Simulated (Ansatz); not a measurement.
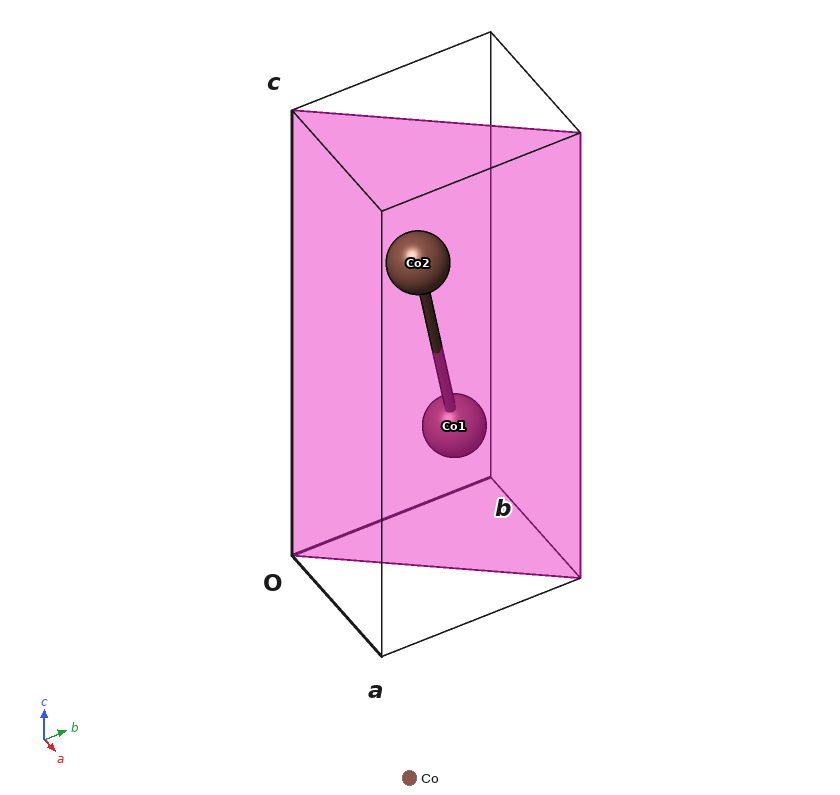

The shaded plane is a symmetry element of the crystal. Crystal: Co, coordinates from a relaxation with DFT PBEsol, scalar-relativistic, plane waves, PAW in Ansatz 0.2.0. Symmetry computed with spglib at a tolerance of 0.002 Å; standard conventional cell.

a = 2.456 Å, b = 2.456 Å, c = 3.968 Å, α = 90.00°, β = 90.00°, γ = 120.00°.

```
atom       x       y       z
 Co1  0.3333  0.6667  0.2500
 Co2  0.6667  0.3333  0.7500
```

Question: Is it a mirror or a glide plane, and what is the operation?

Answer: It is a glide plane with glide vector (0, 0, 1/2), parallel to (1 −1 0), through (1/2, 1/2, 1/2): x, y, z → y, x, z+1/2.

Question: Onto which atom does it carry each atom (up to whole multiples of a, b and c)?

Answer: Co1 → Co2, Co2 → Co1.
